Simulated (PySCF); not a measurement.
**C4H5−: electronic excitations and core binding energies**

Aim: predict the electronic excitations and core binding energies of C4H5− (`[C-]#CCC`).

Programs: PySCF 2.14.0, with density-fitted response routines of our own. Each step states its level of theory. These are calculated values for one molecule in the gas phase, unless marked as measured. Atoms count from 0, in the outputs and in this text.

### Step 1. The molecule as given

9 atoms, charge -1, multiplicity 1; geometry from: GFN2-xTB.

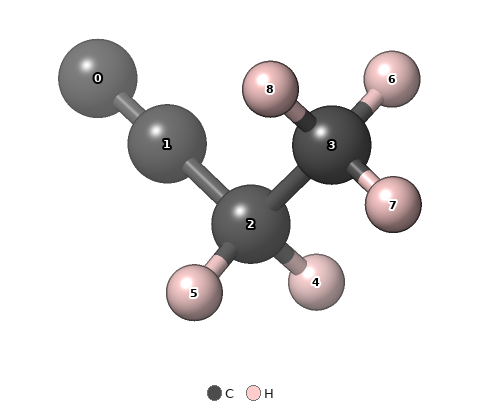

The starting geometry (carbon dark grey, hydrogen pink), atoms numbered.

### Step 2. Excited states and response: CAM-B3LYP/def2-SVPD

Job settings and geometry (Å):

```
{"job": {"kind": "uv", "xc": "CAM-B3LYP", "basis": "def2-SVPD", "nstates": 8, "ntriplets": 3}, "charge": -1, "multiplicity": 1}
C      2.609176    -0.470342     0.631071
C      1.520131     0.008497     0.323575
C      0.206125     0.601151    -0.052282
C     -0.911831    -0.450632    -0.129047
H      0.264363     1.110066    -1.038504
H     -0.106489     1.378218     0.678161
H     -0.661887    -1.212092    -0.870121
H     -1.880891    -0.010248    -0.403623
H     -1.025136    -0.948625     0.835590
```

Method: TDDFT CAM-B3LYP/def2-SVPD, vertical, gas phase, core orbitals frozen in the response.

**Question.** This job is followed by: delta-SCF UKS SCAN, pcX-2 on the ionised atom, pcseg-1 elsewhere, spin-free X2C. Predict these results of the whole session: lowest singlet (CAM-B3LYP/def2-SVPD); brightest single state of those computed; lowest triplet; C1s binding energies, SCAN/pcX-2 (standing for 3 of 4 atoms).

**Answer**, as computed:

```
                                                    quantity                               value
                        lowest singlet (CAM-B3LYP/def2-SVPD)         4.47 eV (277 nm), f = 0.001
                    brightest single state of those computed         state 2, 4.58 eV, f = 0.058
                                              lowest triplet                             4.38 eV
C1s binding energies, SCAN/pcX-2 (standing for 3 of 4 atoms)  C2 286.41, C3 286.36, C1 282.71 eV
```

The first singlet state (HOMO→LUMO 0.89) lies at 4.47 eV and is weak; of the 8 states computed, the strongest absorption comes from state 2 at 4.58 eV (the last state computed is bright too, and its partners may lie past the list). The lowest triplet lies 0.09 eV below the lowest singlet (triplets in Tamm-Dancoff, singlets in full TDDFT). The lowest singlet lies above −ε(HOMO); no detachment energy was computed, so the anion's states may not be bound. The C1s levels kept as sound span 3.71 eV, from C1 (alkyne carbon) up to C2 (propargylic sp3 CH2). Only 3 of the 4 C atoms are covered by sound results.
